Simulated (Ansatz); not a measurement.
System: C$_{2}$H$_{6}$Si$_{2}$ (SMILES [SiH3]C1=C[SiH2]1).

The calculation's input:

```
crystal:
  periodic: [false, false, false]
  atoms:
    - { symbol: Si, position_ang: [-0.9792, 0.9326, -0.8553] }
    - { symbol: C, position_ang: [-0.1205, -0.1697, 0.0124] }
    - { symbol: C, position_ang: [-0.0552, -1.3542, 0.53] }
    - { symbol: Si, position_ang: [1.5044, -0.3583, 0.7901] }
    - { symbol: H, position_ang: [-1.3698, 0.4783, -2.2415] }
    - { symbol: H, position_ang: [-2.2946, 1.3413, -0.1787] }
    - { symbol: H, position_ang: [-0.2383, 2.2413, -1.0373] }
    - { symbol: H, position_ang: [-0.5248, -2.2495, 0.6673] }
    - { symbol: H, position_ang: [1.5857, 0.0027, 2.2668] }
    - { symbol: H, position_ang: [2.5754, -0.9157, 0.0491] }
basis:
  gaussian:
    orbitals: "6-31G*"
hamiltonian:
  xc:
    name: B2GP-PLYP
output:
  orbitals: {}
```

Run with:

```sh
python energy_c2h6si2.py
```

The fields and orbitals are those of the mean-field reference, not of the correlated method.

Level of theory: SCF B2GP-PLYP, Gaussian basis (Ansatz).

Q: What can the converged electron density and electron localisation function tell about the bonding?

A: C–C (1.29 Å): the density is about 2.5 e/Å³ at the midpoint; the ELF peaks at about 0.90 between the atoms; a multiple bond.
C–Si (1.64 Å): ρ at the midpoint is about 1.3 e/Å³; the ELF peaks at about 0.95 between the atoms; localised, covalent bonding.
C–H (1.02 Å): ρ is about 2.2 e/Å³ halfway; the ELF climbs to about 1 towards the hydrogen, as it does in any bond to H; an ordinary covalent bond to hydrogen.
C–Si (1.81 Å): the density is about 0.89 e/Å³ at the midpoint; the ELF peaks at about 0.80 between the atoms: localised, covalent bonding.

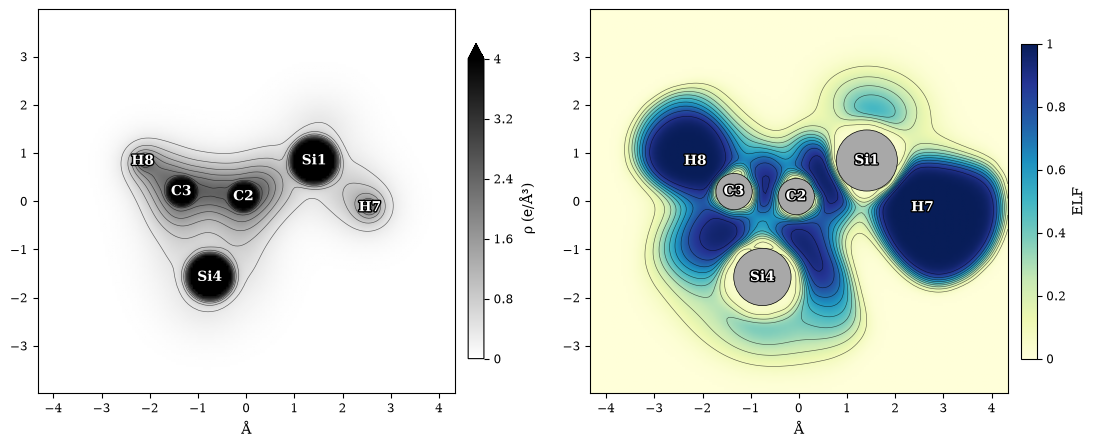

Computed electron density and electron localisation function on the plane of atoms C2, Si1 and H7, in this order. Grey discs cover the atomic cores in the ELF map. 
